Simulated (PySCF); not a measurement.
SMILES [O]C(CO)C (C3H7O2), doublet at its B3LYP/def2-SVP optimised geometry (Å):

```
12

C     -1.4393     0.4853     0.0000
C      0.0968     0.4853     0.0000
O      0.6409     1.1955     1.0246
C      0.7209    -0.9142    -0.1304
O      0.2804    -1.4874    -1.3425
H     -1.8117    -0.0230     0.9043
H     -1.8211     1.5166     0.0000
H     -1.8174    -0.0500    -0.8821
H      0.4275     1.0551    -0.9097
H      0.4176    -1.5166     0.7508
H      1.8211    -0.7963    -0.0905
H      0.5975    -2.3972    -1.3909
```

Calculation: unrestricted B3LYP/def2-TZVP in PySCF 2.14.0. Cells within 0.4 Å of a nucleus heavier than hydrogen are left out (blank, or x).

Map of the spin density (e/bohr³), clipped to [-0.05, 0.10] on the plane z = 0.8 Å:

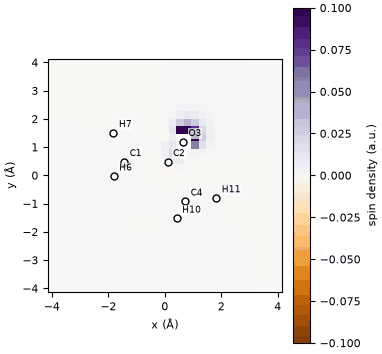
Figure. Spin density (e/bohr³), clipped to [-0.05, 0.10] on the plane z = 0.8 Å.
